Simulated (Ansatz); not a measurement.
Take MoSe₂ in the 2H-MoS2 type structure (space group P6_3/mmc, No. 194; a = 3.228 Å, c = 12.346 Å; layered, stacked along the Cartesian z axis) as the base. Axes: x lies along a and z along c of the hexagonal cell.

One thing is altered: uniaxial strain ε_zz = +4.87 %, all other strain components held at zero; the atoms relax in the strained cell.

All numbers come from PBEsol-D3(BJ)/PAW in Ansatz (a quantum-chemistry and plane-wave program), scalar-relativistic without spin-orbit coupling, earlier PAW set.

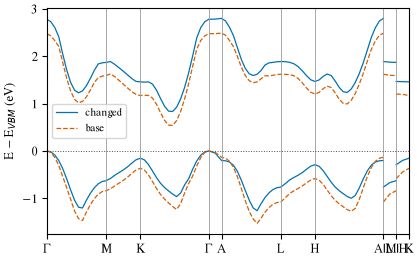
Fig. 1. Highest valence and lowest conduction band along the path, each from its own valence-band maximum

Task: Read the changed gap and its character from the plot.

Result: About 0.8 eV, indirect, Γ → K–Γ (47 % along).

Whether these cells are dynamically stable was not tested.
